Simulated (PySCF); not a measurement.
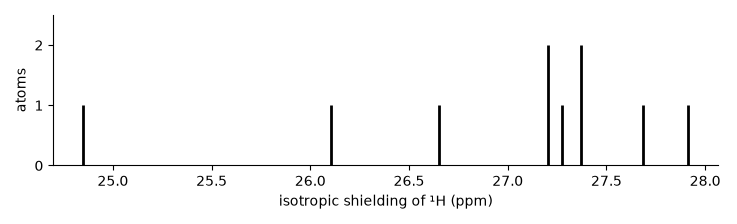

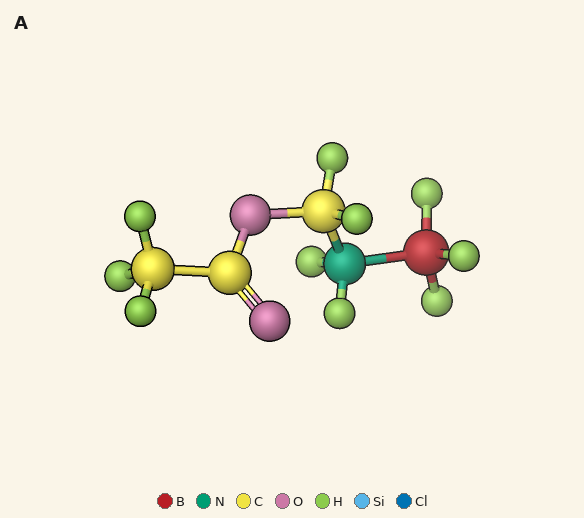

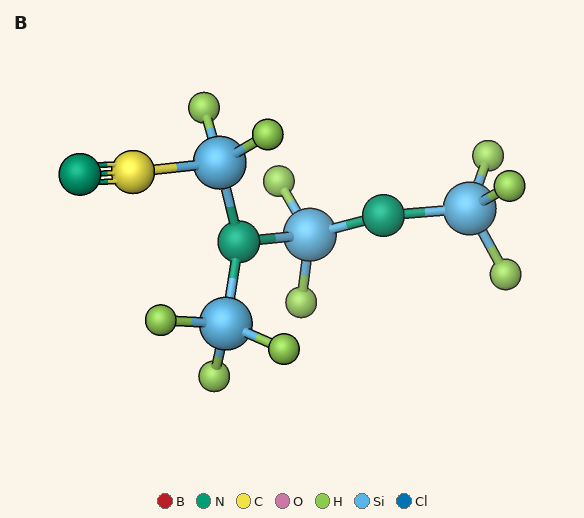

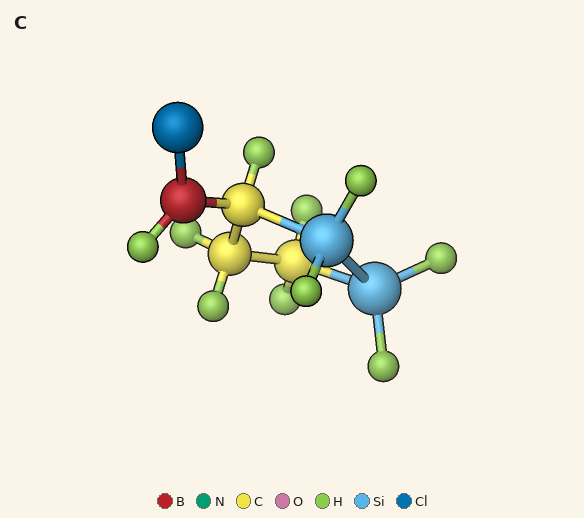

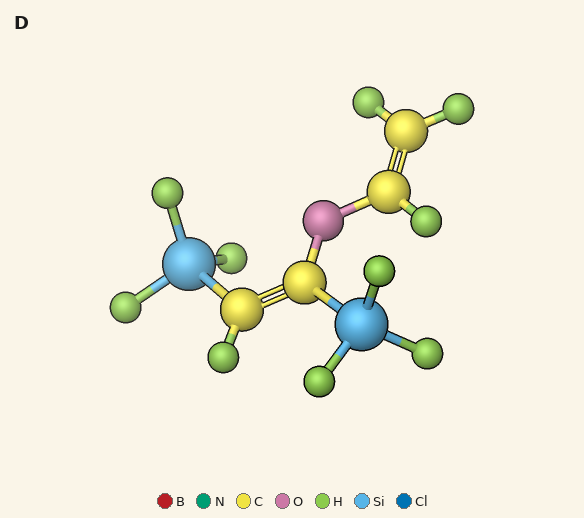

The sticks are computed shieldings of one of the molecules, for one fixed geometry (GFN2-xTB) without averaging over rotations. Low shielding means a high chemical shift. Method: GIAO PBE0/pcSseg-1 NMR shielding, non-relativistic, gas phase (PySCF 2.14.0).

Match the spectrum to a structure.

D, `C=CO/C([SiH3])=C\[SiH3]`. Its 10 H atoms give lines at 24.85, 26.11, 26.65, 27.21 (2 atoms), 27.27, 27.37 (2 atoms), 27.68, 27.91 ppm.

The geometry is semi-empirical. Around B, Si such bond lengths and angles can be off by a tenth of an ångström or more and by several degrees, and values that hang on the shape move with them.
